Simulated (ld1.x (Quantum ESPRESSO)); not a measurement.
# Cu: two inputs for a TM potential

Aim: run the settings below and read what the generator makes of them, then set beside them a closely related input and test what it gives.

Program: ld1.x (Quantum ESPRESSO) 7.5. Reference atom: PBE, fully relativistic, spherical and spin-unpolarised. All values are calculated.

2 further runs of the same task are left out: 1 that didn't finish, 1 set aside as unsound or not needed.

### Step 1. The atom and the settings

The settings as typed:

```json
{
  "element": "copper (Cu, Z = 29)",
  "type": "norm-conserving Troullier–Martins (Kleinman–Bylander form)",
  "frozen core": "[Ne]",
  "valence charge": "19",
  "reference configuration": "3s2 3p6 3d10 4s1 4p0",
  "partial waves": "3s (bound): rc 1.02 bohr; 3p (bound): rc 1.28 bohr; 3d (bound): rc 1.86 bohr",
  "occupied shells without a wave": "4s",
  "local potential": "all-electron potential smoothed inside 1.28 bohr (lloc = -1)",
  "core correction": "a·sin(br)/r model core, default radius (core density twice the valence density)"
}
```

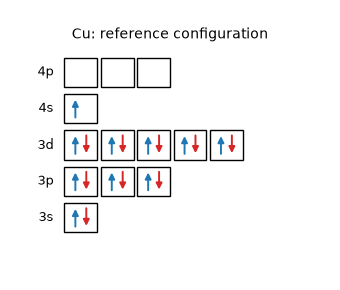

The outer shells as boxes. The arrows follow Hund's rule for the drawing; the calculation itself is spin-unpolarised.

### Step 2. The first input

File Cu.in:

```
 &input
   title='Cu', zed=29., rel=2, dft='PBE', iswitch=3,
   config='[Ar] 3d10 4s1 4p0', rel_dist='average',
   nld=5, rlderiv=2.05, eminld=-10.0, emaxld=5.0, deld=0.04
 /
 &inputp
   pseudotype=2, tm=.true., lloc=-1, rcloc=1.28,
   nlcc=.true.,
   file_pseudopw='Cu.UPF', file_wfcaegen='ae.wfc', file_wfcncgen='nc.wfc', file_beta='beta', file_chi='chi'
 /
3
3S  1  0   2.00   0.00  1.02  1.02  0.0
3P  2  1   6.00   0.00  1.28  1.28  0.0
3D  3  2  10.00   0.00  1.86  1.86  0.0
 &test
   configts(1)='3s2 3p6 3d10 4s1 4p0'
 /
```

On the command line:

```
ld1.x < Cu.in > Cu.out
```

Output in Cu.out (without the banner and most projector matrices):

```text
[... the first 68 lines are left out ...]
      Local pseudo, rcloc= 1.294 Estimated cut-off energy=    14.95 Ry

      Computing core charge for nlcc:

       r > 0.33 : true rho core
       r < 0.33 : rho core = a sin(br)/r    a=  75.24  b=   7.97

      Integrated core pseudo-charge :   5.26

     Fully relativistic calculation: |psi|^2

     Wfc 3S LC norm =  0.99954478 SC norm =  0.00045521 missing  0.00000001

     Wfc 3P LC norm =  0.99959276 SC norm =  0.00040722 missing  0.00000002

     Wfc 3P LC norm =  0.99960202 SC norm =  0.00039791 missing  0.00000007

     Wfc 3D LC norm =  0.99975171 SC norm =  0.00024829 missing  0.00000001

     Wfc 3D LC norm =  0.99975514 SC norm =  0.00024273 missing  0.00000213

      Wfc   3S  rcut= 1.008  Using Troullier-Martins method

      Wfc   3P  rcut= 1.294  Using Troullier-Martins method

      Wfc   3P  rcut= 1.294  Using Troullier-Martins method

      Wfc   3D  rcut= 1.883  Using Troullier-Martins method

      Wfc   3D  rcut= 1.883  Using Troullier-Martins method

       Warning: n=2, l=0 expected 1 nodes, found 2
       Setting wfc to zero for this iteration
       (This warning will only be printed once per wavefunction)

     ------------------- End of pseudopotential generation -------------------

     [... the all-electron block is printed once more ...]


     Computing logarithmic derivative in   2.04209

       Warning: n=1, l=0 expected 0 nodes, found 1
       Setting wfc to zero for this iteration
       (This warning will only be printed once per wavefunction)

       Warning: n=2, l=1 expected 0 nodes, found 1
       Setting wfc to zero for this iteration
       (This warning will only be printed once per wavefunction)

       Warning: n=3, l=2 expected 0 nodes, found 1
       Setting wfc to zero for this iteration
       (This warning will only be printed once per wavefunction)

 %%%%%%%%%%%%%%%%%%%%%%%%%%%%%%%%%%%%%%%%%%%%%%%%%%%%%%%%%%%%%%%%%%%%%%%%%%%%%%
     Error in routine run_pseudo (1):
     Errors in PS-KS equation
 %%%%%%%%%%%%%%%%%%%%%%%%%%%%%%%%%%%%%%%%%%%%%%%%%%%%%%%%%%%%%%%%%%%%%%%%%%%%%%

     stopping ...
```

Wall time 1.2 s (1 thread, shared host).

### Step 3. Diagnosis

This one fails, with the message "run_pseudo: Errors in PS-KS equation". The reason: the pseudo-atom solver did not find the valence states with the expected number of nodes (a ghost state is one common cause; it was not tested here).

The neighbouring input differs in this: all radii scaled by 0.78 (s 0.80, p 1.00, d 1.45 bohr); local potential all-electron potential smoothed inside 1.00 bohr (lloc = -1).

### Step 4. The neighbouring input

File Cu.in:

```
 &input
   title='Cu', zed=29., rel=2, dft='PBE', iswitch=3,
   config='[Ar] 3d10 4s1 4p0', rel_dist='average',
   nld=5, rlderiv=1.60, eminld=-10.0, emaxld=5.0, deld=0.04
 /
 &inputp
   pseudotype=2, tm=.true., lloc=-1, rcloc=1.00,
   nlcc=.true.,
   file_pseudopw='Cu.UPF', file_wfcaegen='ae.wfc', file_wfcncgen='nc.wfc', file_beta='beta', file_chi='chi'
 /
3
3S  1  0   2.00   0.00  0.80  0.80  0.0
3P  2  1   6.00   0.00  1.00  1.00  0.0
3D  3  2  10.00   0.00  1.45  1.45  0.0
 &test
   configts(1)='3s2 3p6 3d10 4s1 4p0'
 /
```

On the command line:

```
ld1.x < Cu.in > Cu.out
```

Output in Cu.out (without the banner and most projector matrices):

```text
     Program LD1 v.7.5
     --------------------------- All-electron run ----------------------------

     Cu
     dirac relativistic calculation

     atomic number is 29.00
     dft =PBE   lsd =0 sic =0 latt =0  beta=0.20 tr2=1.0E-14
     Exchange-correlation= PBE
                           (   1   4   3   4   0   0   0)
     mesh =1199 r(mesh) = 100.25372 a.u. xmin = -7.00 dx = 0.01250
     1 Ry =  13.60569312 eV, c = 137.03599908

     n l j   nl                  e(Ry)          e(Ha)          e(eV)
     Spin orbit split results
     1 0 0.5 1S 1( 2.00)      -650.3833      -325.1917     -8848.9156
     2 0 0.5 2S 1( 2.00)       -78.0636       -39.0318     -1062.1091
     2 1 0.5 2P 1( 2.00)       -68.3826       -34.1913      -930.3927
     2 1 1.5 2P 1( 4.00)       -66.8762       -33.4381      -909.8964
     3 0 0.5 3S 1( 2.00)        -8.4283        -4.2141      -114.6725
     3 1 0.5 3P 1( 2.00)        -5.4286        -2.7143       -73.8603
     3 1 1.5 3P 1( 4.00)        -5.2390        -2.6195       -71.2798
     3 2 1.5 3D 1( 4.00)        -0.3824        -0.1912        -5.2022
     3 2 2.5 3D 1( 6.00)        -0.3625        -0.1813        -4.9322
     4 0 0.5 4S 1( 1.00)        -0.3388        -0.1694        -4.6097
     4 1 0.5 4P 1( 0.00)        -0.0530        -0.0265        -0.7210
     4 1 1.5 4P 1( 0.00)        -0.0504        -0.0252        -0.6863
     Averaged results
     1 0     1S 1( 2.00)      -650.3833      -325.1917     -8848.9156
     2 0     2S 1( 2.00)       -78.0636       -39.0318     -1062.1091
     2 1     2P 1( 6.00)       -67.3783       -33.6892      -916.7285
     3 0     3S 1( 2.00)        -8.4283        -4.2141      -114.6725
     3 1     3P 1( 6.00)        -5.3022        -2.6511       -72.1400
     3 2     3D 1(10.00)        -0.3704        -0.1852        -5.0402
     4 0     4S 1( 1.00)        -0.3388        -0.1694        -4.6097
     4 1     4P 1( 0.00)        -0.0513        -0.0256        -0.6979

     final scf error:  5.6E-15 reached in  41 iterations

     Etot =   -3309.806908 Ry,   -1654.903454 Ha,  -45032.217090 eV

     Ekin =    3367.178104 Ry,    1683.589052 Ha,   45812.791976 eV
     Encl =   -7978.191599 Ry,   -3989.095799 Ha, -108548.826567 eV
     Eh   =    1436.386925 Ry,     718.193463 Ha,   19543.039713 eV
     Exc  =    -135.180339 Ry,     -67.590170 Ha,   -1839.222211 eV

     normalization and overlap integrals

     s(1S/1S) =  1.000000  <r> =   0.0521  <r2> =    0.0037  r(max) =   0.0341
     s(2S/2S) =  1.000000  <r> =   0.2350  <r2> =    0.0652  r(max) =   0.1960
     s(2P/2P) =  1.000000  <r> =   0.2041  <r2> =    0.0512  r(max) =   0.1565
     s(2P/2P) =  1.000000  <r> =   0.2074  <r2> =    0.0528  r(max) =   0.1585
     s(3S/3S) =  1.000000  <r> =   0.7118  <r2> =    0.5863  r(max) =   0.6112
     s(3P/3P) =  1.000000  <r> =   0.7421  <r2> =    0.6523  r(max) =   0.6112
     s(3P/3P) =  1.000000  <r> =   0.7530  <r2> =    0.6715  r(max) =   0.6189
     s(3D/3D) =  1.000000  <r> =   1.0397  <r2> =    1.5488  r(max) =   0.6036
     s(3D/3D) =  1.000000  <r> =   1.0528  <r2> =    1.5951  r(max) =   0.6036
     s(4S/4S) =  1.000000  <r> =   2.9363  <r2> =   10.2164  r(max) =   2.2710
     s(4P/4P) =  1.000000  <r> =   5.1181  <r2> =   32.6442  r(max) =   3.6064
     s(4P/4P) =  1.000000  <r> =   5.2119  <r2> =   33.8482  r(max) =   3.6977

     ------------------------ End of All-electron run ------------------------

     --------------------- Generating NC pseudopotential ---------------------

      Generating local potential from pseudized AE potential:
      Matching radius rcloc =   1.0000

      Local pseudo, rcloc= 1.008 Estimated cut-off energy=    24.67 Ry

      Computing core charge for nlcc:

       r > 0.33 : true rho core
       r < 0.33 : rho core = a sin(br)/r    a=  75.24  b=   7.97

      Integrated core pseudo-charge :   5.26

     Fully relativistic calculation: |psi|^2

     Wfc 3S LC norm =  0.99954478 SC norm =  0.00045496 missing  0.00000026

     Wfc 3P LC norm =  0.99959276 SC norm =  0.00040703 missing  0.00000021

     Wfc 3P LC norm =  0.99960202 SC norm =  0.00039719 missing  0.00000079

     Wfc 3D LC norm =  0.99975171 SC norm =  0.00024825 missing  0.00000004

     Wfc 3D LC norm =  0.99975514 SC norm =  0.00023878 missing  0.00000608

      Wfc   3S  rcut= 0.805  Using Troullier-Martins method

      Wfc   3P  rcut= 1.008  Using Troullier-Martins method

      Wfc   3P  rcut= 1.008  Using Troullier-Martins method

      Wfc   3D  rcut= 1.466  Using Troullier-Martins method

      Wfc   3D  rcut= 1.466  Using Troullier-Martins method

     ------------------- End of pseudopotential generation -------------------

     [... the all-electron block is printed once more ...]


     Computing logarithmic derivative in   1.59038
     Computing logarithmic derivative in   1.59038
     Computing the partial wave expansion
     R is outside the sphere for l=    0 j= 0.50
     R is outside the sphere for l=    1 j= 0.50
     R is outside the sphere for l=    1 j= 1.50
     R is outside the sphere for l=    2 j= 1.50
     R is outside the sphere for l=    2 j= 2.50

     ---------------------- Testing the pseudopotential ----------------------

     Cu
     dirac relativistic calculation

     atomic number is 29.00   valence charge is 19.00
     dft =PBE   lsd =0 sic =0 latt =0  beta=0.20 tr2=1.0E-14
     mesh =1199 r(mesh) = 100.25372 xmin = -7.00 dx = 0.01250

     n l  j  nl             e AE (Ry)       e PS (Ry)    De AE-PS (Ry)
     1 0 0.5 3S   1( 2.00)       -8.42828       -8.42846        0.00019
     2 1 0.5 3P   1( 2.00)       -5.42864       -5.42865        0.00001
     2 1 1.5 3P   1( 4.00)       -5.23897       -5.23904        0.00007
     3 2 1.5 3D   1( 4.00)       -0.38235       -0.38235       -0.00000
     3 2 2.5 3D   1( 6.00)       -0.36251       -0.36252        0.00001
     2 0 0.5 4S   1( 1.00)       -0.33881       -0.33630       -0.00250
     3 1 0.5 4P   1( 0.00)       -0.05300       -0.05335        0.00036
     3 1 1.5 4P   1( 0.00)       -0.05044       -0.05087        0.00043

     eps = 6.9E-17  iter = 13

     Etot =   -3309.806908 Ry,   -1654.903454 Ha,  -45032.217090 eV
     Etotps =  -402.719126 Ry,    -201.359563 Ha,   -5479.272850 eV

     Ekin =     204.819645 Ry,     102.409823 Ha,    2786.713240 eV
     Encl =    -853.493474 Ry,    -426.746737 Ha,  -11612.370285 eV
     Ehrt =     342.124372 Ry,     171.062186 Ha,    4654.839216 eV
     Ecxc =     -57.880949 Ry,     -28.940474 Ha,    -787.510429 eV
     (Ecc =     -18.407034 Ry,      -9.203517 Ha,    -250.440462 eV)
     Epseu=     -38.288721 Ry,     -19.144361 Ha,    -520.944592 eV

     ---------------------- End of pseudopotential test ----------------------
```

It took 4 s on 1 thread, shared host. (Generation and the later configuration tests together.)

[end of part 1 of 2]
